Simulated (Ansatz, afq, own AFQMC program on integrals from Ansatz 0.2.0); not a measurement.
**AlH3F (doublet): AFQMC on the coupled-cluster ladder at distance Al1–H4 along a hydrogen transfer = 1.586 Å, cc-pVTZ**

How near does AFQMC come to the top of the ladder for AlH3F (doublet)?

Method: cc-pVTZ, frozen cores; program: Ansatz 0.2.0, Gaussian basis, and an in-house AFQMC program (afq) on its integrals; all values are calculated.

Plan: PBE (unrestricted); CCSD(T) on UHF; r2SCAN (unrestricted); PBE0 (unrestricted); B3LYP (unrestricted); wB97M-V (unrestricted); B2PLYP (unrestricted); Phaseless AFQMC, CISD trial on UHF.

## Step 1: The system

The geometry derives from fragments relaxed apart (PBE0/def2-TZVP) and kept rigid, so it is no stationary point. A hydrogen atom is moved between rigid fragments.

5 atoms, charge 0, spin multiplicity 2.

Atoms are counted from 1 here; the program's logs count them from 0.

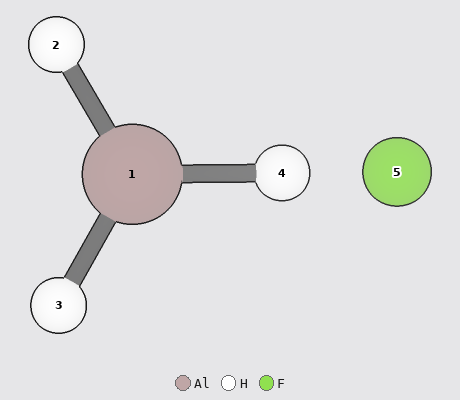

The structure; aluminium light grey, hydrogen white, fluorine green; atoms are numbered from 1 in the order of the file.

## Step 2: PBE (unrestricted)

Input file in.yaml:

```yaml
crystal:
  periodic: [false, false, false]
  atoms:
    - {symbol: Al, position_ang: [-1.087866, 0.000000, 0.000000]}
    - {symbol: H, position_ang: [-1.880790, 1.373384, 0.000000]}
    - {symbol: H, position_ang: [-1.880790, -1.373384, 0.000000]}
    - {symbol: H, position_ang: [0.497982, 0.000000, 0.000000]}
    - {symbol: F, position_ang: [1.718134, 0.000000, 0.000000]}
basis:
  gaussian: {orbitals: cc-pVTZ}
magnetization: {spin_polarized: true, initial_magnetization: 1}
hamiltonian: {xc: {name: PBE}}
output: {orbitals: {seedname: orbitals}}
```

Command:

```
$ ansatz run in.yaml --threads 1 --pin off --events-out ev --progress --plain --max-ram 5632MiB --backend cpu
```

The program printed:

```text
Functional definition: PBE
  name "PBE"
  cite "Perdew, Burke & Ernzerhof, Phys. Rev. Lett. 77, 3865 (1996) doi:10.1103/PhysRevLett.77.3865"
  parent pbe
  parameter kappa = 0.804
  parameter beta = 0.06672455060314922
  exchange = pbe_x(kappa = kappa, mu = beta*pi^2/3)
  correlation = pbe_c(beta = beta)
599 factors; their error is unknown
mean field evaluation 1: about -9352.4927 eV, gradient 2.4e1 eV
mean field evaluation 2: about -9310.6801 eV, gradient 1.1e2 eV
mean field evaluation 4: about -9354.5205 eV, gradient 5.6e0 eV
mean field evaluation 8: about -9354.6500 eV, gradient 1.3e-1 eV
mean field evaluation 16: about -9354.6500 eV, gradient 4.1e-5 eV
mean field -9354.65002565 eV, -343.7770476332 hartree, gradient 4.1e-5 eV, S^2 0.751815; 0 other end points of the search recorded, 0 dependent functions left out
reference -9354.65006762 eV, -343.7770491753 hartree; 13, 12 occupied and 93, 94 virtual orbitals, 599 factors
Total energy: -9354.65006762 eV, -343.7770491753 hartree
```

It took 1.6 s on 1 thread of AMD EPYC 7R13 (Zen 3), shared host; peak memory 0.71 GiB.

From the report: ⟨S²⟩ of the determinant 0.752 (pure doublet: 0.75).

## Step 3: CCSD(T) on UHF

in.yaml, as its differences from that of step 2:

```diff
@@ -11,3 +11,2 @@
 magnetization: {spin_polarized: true, initial_magnetization: 1}
-hamiltonian: {xc: {name: PBE}}
-output: {orbitals: {seedname: orbitals}}
+correlation: {method: ccsd_t, electrons: outside_noble_gas, hamiltonian_folder: ham}
```

Command:

```
$ ansatz run in.yaml --threads 1 --pin off --events-out ev --progress --plain --max-ram 16896MiB --backend cuda --devices 0, --max-vram 18GiB
```

The program printed:

```text
Functional definition: HF
  name "HF"
  cite "Fock, Z. Phys. 61, 126 (1930) doi:10.1007/BF01340294"
  parent pbe
  exchange = exact_x
  correlation = 0
637 factors; integrals over basis functions are off by at most 2.0e-3 eV
mean field evaluation 1: about -9331.8284 eV, gradient 2.1e1 eV
mean field evaluation 2: about -9331.8349 eV, gradient 2.1e1 eV
mean field evaluation 4: about -9334.2434 eV, gradient 2.9e0 eV
mean field evaluation 8: about -9334.4519 eV, gradient 1.6e-1 eV
mean field evaluation 16: about -9334.2342 eV, gradient 2.9e0 eV
mean field evaluation 32: about -9331.7428 eV, gradient 7.0e-4 eV
mean field -9334.45239547 eV, -343.0347984146 hartree, gradient 3.1e-6 eV, S^2 0.777187; 2 other end points of the search recorded, 0 dependent functions left out
determinant -9334.45239547 eV, -343.0347984146 hartree, with singles and doubles -9344.66369903 eV, -343.4100568988 hartree
determinant -9331.75581006 eV, -342.9357007284 hartree, with singles and doubles -9341.14614245 eV, -343.2807890790 hartree
determinant -9331.74278429 eV, -342.9352220401 hartree, with singles and doubles -9341.13184681 eV, -343.2802637238 hartree
6 core orbitals not correlated: weight in the atoms' cores, before any rotation towards them, 1.000 or more for the frozen orbitals, at most 0.000 for the correlated occupied ones
reference -9334.45239547 eV, -343.0347984146 hartree; 7, 6 occupied and 93, 94 virtual orbitals, 637 factors
second order -9.42022862 eV of doubles, -0.00000000 eV of singles
cycle   1  -10.10633231 eV  change    -1.2e0 eV  update   2.5e-2
cycle   2  -10.13204819 eV  change   -2.6e-2 eV  update   7.0e-3
cycle   3  -10.13500039 eV  change   -3.0e-3 eV  update   4.2e-3
cycle   4  -10.13754458 eV  change   -2.5e-3 eV  update   1.6e-3
cycle   5  -10.13875513 eV  change   -1.2e-3 eV  update   7.9e-4
cycle   6  -10.13943164 eV  change   -6.8e-4 eV  update   3.4e-4
cycle   7  -10.13965337 eV  change   -2.2e-4 eV  update   1.5e-4
cycle   8  -10.13969255 eV  change   -3.9e-5 eV  update   5.0e-5
cycle   9  -10.13969344 eV  change   -8.9e-7 eV  update   1.9e-5
cycle  10  -10.13969169 eV  change    1.7e-6 eV  update   7.6e-6
perturbative correction -0.26180714 eV, -0.0096212351 hartree
Total energy: -9344.85389431 eV, -343.4170464465 hartree
```

Run time: 3.3 s. Hardware: 1 × NVIDIA H100 80GB HBM3 with 1 thread of AMD EPYC 7R13 (Zen 3), shared host; peak host memory 0.83 GiB.

From the report: ⟨S²⟩ of the determinant 0.777 (pure doublet: 0.75); correlation -10.4015 eV; T1 0.023; largest double amplitude 0.03.

This run also writes the integrals to the folder ham.

## Step 4: r2SCAN (unrestricted)

in.yaml, as its differences from that of step 3:

```diff
@@ -11,2 +11,2 @@
 magnetization: {spin_polarized: true, initial_magnetization: 1}
-correlation: {method: ccsd_t, electrons: outside_noble_gas, hamiltonian_folder: ham}
+hamiltonian: {xc: {name: r2SCAN}}
```

Command:

```
$ ansatz run in.yaml --threads 1 --pin off --events-out ev --progress --plain --max-ram 5632MiB --backend cpu
```

The program printed:

```text
Functional definition: r2SCAN
  name "r2SCAN"
  cite "Furness, Kaplan, Ning, Perdew & Sun, J. Phys. Chem. Lett. 11, 8208 (2020) doi:10.1021/acs.jpclett.0c02405"
  cite "Furness, Kaplan, Ning, Perdew & Sun, J. Phys. Chem. Lett. 11, 9248 (2020) doi:10.1021/acs.jpclett.0c03077"
  parent r2scan
  parameter k0 = 0.174
  parameter k1 = 0.065
  parameter a1 = 4.9479
  exchange = r2scan_x(k0 = k0, k1 = k1, a1 = a1)
  correlation = r2scan_c
599 factors; their error is unknown
mean field evaluation 1: about -9357.2472 eV, gradient 2.4e1 eV
mean field evaluation 2: about -9339.6627 eV, gradient 7.4e1 eV
mean field evaluation 4: about -9359.1540 eV, gradient 3.0e0 eV
mean field evaluation 8: about -9359.1945 eV, gradient 6.4e-2 eV
mean field evaluation 16: about -9359.1780 eV, gradient 4.8e-5 eV
mean field -9359.17797391 eV, -343.9434466626 hartree, gradient 4.8e-5 eV, S^2 0.754979; 0 other end points of the search recorded, 0 dependent functions left out
reference -9359.17799019 eV, -343.9434472609 hartree; 13, 12 occupied and 93, 94 virtual orbitals, 599 factors
Total energy: -9359.17799019 eV, -343.9434472609 hartree
```

It took 3.2 s on 1 thread of AMD EPYC 7R13 (Zen 3), shared host; peak memory 0.71 GiB.

From the report: ⟨S²⟩ of the determinant 0.755 (pure doublet: 0.75).

## Step 5: PBE0 (unrestricted)

in.yaml, as its differences from that of step 4:

```diff
@@ -11,2 +11,3 @@
 magnetization: {spin_polarized: true, initial_magnetization: 1}
-hamiltonian: {xc: {name: r2SCAN}}
+hamiltonian: {xc: {name: PBE0}}
+output: {orbitals: {seedname: orbitals}}
```

The command is unchanged.

The program printed:

```text
Functional definition: PBE0
  name "PBE0"
  cite "Adamo & Barone, J. Chem. Phys. 110, 6158 (1999) doi:10.1063/1.478522"
  cite "Perdew, Burke & Ernzerhof, Phys. Rev. Lett. 77, 3865 (1996) doi:10.1103/PhysRevLett.77.3865"
  parent pbe
  parameter a = 0.25
  parameter kappa = 0.804
  parameter beta = 0.06672455060314922
  exchange = (1 - a)*pbe_x(kappa = kappa, mu = beta*pi^2/3) + a*exact_x
  correlation = pbe_c(beta = beta)
611 factors; their error is unknown
mean field evaluation 1: about -9353.2706 eV, gradient 2.3e1 eV
mean field evaluation 2: about -9347.4318 eV, gradient 5.0e1 eV
mean field evaluation 4: about -9355.1610 eV, gradient 1.0e0 eV
mean field evaluation 8: about -9355.1833 eV, gradient 2.1e-2 eV
mean field -9355.18332643 eV, -343.7966460754 hartree, gradient 7.5e-5 eV, S^2 0.755003; 0 other end points of the search recorded, 0 dependent functions left out
reference -9355.18335773 eV, -343.7966472255 hartree; 13, 12 occupied and 93, 94 virtual orbitals, 611 factors
Total energy: -9355.18335773 eV, -343.7966472255 hartree
```

Run time: 1.7 s. Hardware: 1 thread of AMD EPYC 7R13 (Zen 3), shared host; peak memory 1.2 GiB.

From the report: ⟨S²⟩ of the determinant 0.755 (pure doublet: 0.75).

## Step 6: B3LYP (unrestricted)

in.yaml, as its differences from that of step 5:

```diff
@@ -11,3 +11,2 @@
 magnetization: {spin_polarized: true, initial_magnetization: 1}
-hamiltonian: {xc: {name: PBE0}}
-output: {orbitals: {seedname: orbitals}}
+hamiltonian: {xc: {name: B3LYP}}
```

Launched as before.

The program printed:

```text
Functional definition: B3LYP
  name "B3LYP"
  cite "Stephens, Devlin, Chabalowski & Frisch, J. Phys. Chem. 98, 11623 (1994) doi:10.1021/j100096a001"
  cite "Becke, Phys. Rev. A 38, 3098 (1988) doi:10.1103/PhysRevA.38.3098"
  cite "Lee, Yang & Parr, Phys. Rev. B 37, 785 (1988) doi:10.1103/PhysRevB.37.785"
  cite "Vosko, Wilk & Nusair, Can. J. Phys. 58, 1200 (1980) doi:10.1139/p80-159"
  parameter a0 = 0.2
  parameter ax = 0.72
  parameter ac = 0.81
  exchange = (1 - a0 - ax)*slater_x + ax*b88_x + a0*exact_x
  correlation = (1 - ac)*vwn_rpa_c + ac*lyp_c
611 factors; their error is unknown
mean field evaluation 1: about -9359.7807 eV, gradient 2.5e1 eV
mean field evaluation 2: about -9350.4857 eV, gradient 6.0e1 eV
mean field evaluation 4: about -9361.8923 eV, gradient 1.5e0 eV
mean field evaluation 8: about -9361.9121 eV, gradient 2.8e-2 eV
mean field evaluation 16: about -9361.9121 eV, gradient 5.9e-6 eV
mean field -9361.91207431 eV, -344.0439229990 hartree, gradient 5.9e-6 eV, S^2 0.753956; 0 other end points of the search recorded, 0 dependent functions left out
reference -9361.91230443 eV, -344.0439314556 hartree; 13, 12 occupied and 93, 94 virtual orbitals, 611 factors
Total energy: -9361.91230443 eV, -344.0439314556 hartree
```

Wall time 1.7 s (1 thread of AMD EPYC 7R13 (Zen 3), shared host); peak memory 1.3 GiB.

From the report: ⟨S²⟩ of the determinant 0.754 (pure doublet: 0.75).

## Step 7: wB97M-V (unrestricted)

in.yaml, as its differences from that of step 6:

```diff
@@ -11,2 +11,3 @@
 magnetization: {spin_polarized: true, initial_magnetization: 1}
-hamiltonian: {xc: {name: B3LYP}}
+hamiltonian: {xc: {name: wB97M-V}}
+output: {orbitals: {seedname: orbitals}}
```

Launched as before.

The program printed:

```text
Functional definition: wB97M-V
  name "wB97M-V"
  cite "Mardirossian & Head-Gordon, J. Chem. Phys. 144, 214110 (2016) doi:10.1063/1.4952647"
  cite "Becke, J. Chem. Phys. 107, 8554 (1997) doi:10.1063/1.475007"
  cite "Vydrov & Van Voorhis, J. Chem. Phys. 133, 244103 (2010) doi:10.1063/1.3521275"
  # Of w^i u^j: cxij and so on, Table III.
  parameter omega = 0.3/bohr
  parameter cx = 0.15
  parameter cx01 = 1.007
  parameter cx10 = 0.259
  parameter css00 = 0.443
  parameter css04 = -1.437
  parameter css10 = -4.535
  parameter css20 = -3.390
  parameter css43 = 4.278
  parameter cos00 = 1.000
  parameter cos10 = 1.358
  parameter cos20 = 2.924
  parameter cos21 = -8.812
  parameter cos60 = -1.390
  parameter cos61 = 9.142
  parameter b = 6.0
  parameter c = 0.01
  gx(w, u) = 1 - cx + cx01*u + cx10*w
  gss(w, u) = css00 + css04*u^4 + css10*w + css20*w^2 + css43*w^4*u^3
  gos(w, u) = cos00 + cos10*w + (cos20 + cos21*u)*w^2 + (cos60 + cos61*u)*w^6
  exchange = spin_sum(e_x_unif_sr(omega)*gx(b97_w, b97_u_x)) + cx*exact_x_sr(omega) + exact_x_lr(omega)
  correlation = spin_sum(e_c_pw_mod_same_spin*gss(b97_w, b97_u_same))
      + integral(e_c_pw_mod_opposite_spin*gos(b97_w_opposite, b97_u_opposite)) + vv10(b, c)
599 factors; their error is unknown
153 factors; integrals over basis functions are off by at most 2.8e-5 eV
mean field evaluation 1: about -9357.1336 eV, gradient 2.4e1 eV
mean field evaluation 2: about -9355.9175 eV, gradient 3.6e1 eV
mean field evaluation 4: about -9359.3741 eV, gradient 6.4e-1 eV
mean field evaluation 8: about -9359.3835 eV, gradient 3.6e-2 eV
mean field evaluation 16: about -9359.3870 eV, gradient 8.0e-5 eV
mean field -9359.38696425 eV, -343.9511269159 hartree, gradient 8.0e-5 eV, S^2 0.754315; 0 other end points of the search recorded, 0 dependent functions left out
reference -9359.38701263 eV, -343.9511286936 hartree; 13, 12 occupied and 93, 94 virtual orbitals, 599 factors
Total energy: -9359.38701263 eV, -343.9511286936 hartree
```

Wall time 5.5 s (1 thread of AMD EPYC 7R13 (Zen 3), shared host); peak memory 1.6 GiB.

From the report: ⟨S²⟩ of the determinant 0.754 (pure doublet: 0.75).

## Step 8: B2PLYP (unrestricted)

in.yaml, as its differences from that of step 7:

```diff
@@ -11,3 +11,3 @@
 magnetization: {spin_polarized: true, initial_magnetization: 1}
-hamiltonian: {xc: {name: wB97M-V}}
-output: {orbitals: {seedname: orbitals}}
+hamiltonian: {xc: {name: B2PLYP}}
+correlation: {electrons: outside_noble_gas}
```

The command is unchanged.

The program printed:

```text
Functional definition: B2PLYP
  name "B2PLYP"
  cite "Grimme, J. Chem. Phys. 124, 034108 (2006) doi:10.1063/1.2148954"
  cite "Becke, Phys. Rev. A 38, 3098 (1988) doi:10.1103/PhysRevA.38.3098"
  cite "Lee, Yang & Parr, Phys. Rev. B 37, 785 (1988) doi:10.1103/PhysRevB.37.785"
  parameter a = 0.53
  parameter c = 0.27
  exchange = (1 - a)*b88_x + a*exact_x
  correlation = (1 - c)*lyp_c + c*(mp2_os + mp2_ss)
637 factors; integrals over basis functions are off by at most 2.0e-3 eV
mean field evaluation 1: about -9351.0345 eV, gradient 2.3e1 eV
mean field evaluation 2: about -9351.0682 eV, gradient 2.3e1 eV
mean field evaluation 4: about -9353.1115 eV, gradient 1.8e0 eV
mean field evaluation 8: about -9353.1621 eV, gradient 3.7e-1 eV
mean field evaluation 16: about -9353.1646 eV, gradient 3.4e-4 eV
mean field -9353.16459367 eV, -343.7224590147 hartree, gradient 7.5e-6 eV, S^2 0.761014; 0 other end points of the search recorded, 0 dependent functions left out
6 core orbitals not correlated: weight in the atoms' cores, before any rotation towards them, 1.000 or more for the frozen orbitals, at most 0.000 for the correlated occupied ones
reference -9353.16473868 eV, -343.7224643437 hartree; 7, 6 occupied and 93, 94 virtual orbitals, 637 factors
second order -11.46556158 eV of doubles, -0.00000000 eV of singles
Total energy: -9356.26044031 eV, -343.8362292802 hartree
```

Wall time 2.5 s (1 thread of AMD EPYC 7R13 (Zen 3), shared host); peak memory 1.6 GiB.

From the report: ⟨S²⟩ of the determinant 0.761 (pure doublet: 0.75).

## Step 9: Phaseless AFQMC, CISD trial on UHF

It reads the integrals that the CCSD(T) run on this determinant wrote.

Command:

```
$ afq ham --method phaseless --trial cisd --walkers 900 --populations 20 --least-time 60 --time-step 0.005 --steps-per-block 50 --equilibration-blocks 28 --max-blocks 4000 --target-error 0.00021 --factor-cut 1e-05 --start spin_pure --seed 1158 --release-times 0.24,0.51,0.99,1.62,2.4 --release-step 0.03 --release-every 3 --taylor-order 6
```

The program printed:

```text
orbitals 100  electrons 7 6  factors 631 of 637
reference energy -343.03479841 Eh
CCSD correlation -0.37262685 Eh in 13 cycles, weight of the determinant in the CISD state 0.8809
energy of the start -343.405752 Eh
 block  time / (1/Eh)  mean weight  energy / Eh
     1     0.250  1.0004  -343.405475
     2     0.500  0.9999  -343.411977
     3     0.750  0.9997  -343.411327
     4     1.000  0.9997  -343.414282
     5     1.250  0.9976  -343.414150
     6     1.500  0.9994  -343.415550
     7     1.750  0.9998  -343.415907
     8     2.000  0.9997  -343.416205
     9     2.250  0.9998  -343.417831
    10     2.500  0.9986  -343.417360
    11     2.750  0.9994  -343.418746
    16     4.000  0.9987  -343.417839
    21     5.250  1.0005  -343.421823
    26     6.500  1.0000  -343.417851
    31     7.750  1.0003  -343.417678
    36     9.000  0.9994  -343.417792
    41    10.250  1.0004  -343.418067
    46    11.500  1.0009  -343.420400
    51    12.750  1.0010  -343.419905
    56    14.000  1.0000  -343.418231
    61    15.250  0.9995  -343.416178
    66    16.500  1.0008  -343.416206
    71    17.750  0.9989  -343.417970
    76    19.000  1.0005  -343.417235
    81    20.250  0.9989  -343.416996
    86    21.500  1.0005  -343.417070
    91    22.750  1.0000  -343.418161
    96    24.000  0.9983  -343.418003
   101    25.250  1.0002  -343.417826
   106    26.500  1.0005  -343.417321
   111    27.750  1.0012  -343.419322
   116    29.000  1.0001  -343.418018
   121    30.250  0.9988  -343.417279
   126    31.500  0.9994  -343.420500
   131    32.750  0.9999  -343.414490
   136    34.000  0.9981  -343.420606
   141    35.250  1.0011  -343.415863
   146    36.500  0.9986  -343.419271
   151    37.750  0.9990  -343.418416
   156    39.000  1.0007  -343.416731
   161    40.250  0.9997  -343.417410
   166    41.500  1.0005  -343.418021
   171    42.750  1.0013  -343.417680
   176    44.000  0.9994  -343.419103
   181    45.250  0.9988  -343.417449
   186    46.500  1.0001  -343.418482
   191    47.750  0.9989  -343.417095
   196    49.000  1.0011  -343.420432
   201    50.250  1.0004  -343.417264
   206    51.500  1.0004  -343.418252
   211    52.750  1.0005  -343.417641
   216    54.000  1.0006  -343.417835
error from the spread of 20 populations
released: time / (1/Eh)  energy / Eh  error  mean overlap
  0.24  -343.417796  0.000142  0.9937
  0.51  -343.417972  0.000099  0.9903
  0.99  -343.418156  0.000175  0.9768
  1.62  -343.418660  0.000206  0.9557
  2.40  -343.418178  0.000506  0.9371
energy -343.417597 +/- 0.000198 Eh
```

Run time: 2.4 min. Hardware: 1 × NVIDIA H100 80GB HBM3 with 2 threads of AMD EPYC 7R13 (Zen 3), shared host; peak host memory 1.7 GiB.

Energy -9344.8689 ± 0.0054 eV. Caveats: constraint bias not in the error.

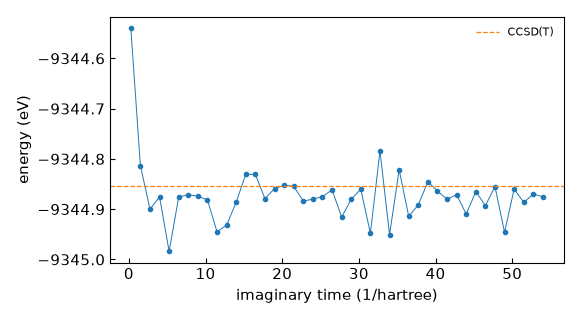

Block energies along the walk.

## Step 10: AFQMC on the ladder

On the UHF determinant, counted from CCSD(T) (a yardstick, not exact):

```
                                               level  energy (eV)  from CCSD(T) (kcal/mol)  statistical error (kcal/mol)     time
                                                  HF   -9334.4524                  +239.86                                       
                                                 MP2   -9343.8726                   +22.63                                       
                                                CCSD   -9344.5921                    +6.04                                       
                                             CCSD(T)   -9344.8539                     0.00                                       
Phaseless AFQMC, CISD trial, step 0.005, 900 walkers   -9344.8689                    -0.35                          0.12  2.4 min
```

The functionals' totals stand on their own zeros and serve differences with other points: PBE -9354.650 eV; r2SCAN -9359.178 eV; PBE0 -9355.183 eV; B3LYP -9361.912 eV; wB97M-V -9359.387 eV; B2PLYP -9356.260 eV.

## Step 11: Summary of results

| quantity | value |
| --- | --- |
| Phaseless AFQMC, CISD trial on UHF from CCSD(T) | -0.35 ± 0.12 kcal/mol |

What this shows: On UHF the phaseless walk with the CISD trial lies -0.35 kcal/mol from CCSD(T), within three error bars. Error bars are statistical and leave out the constraint, the time step and what remains of the start.
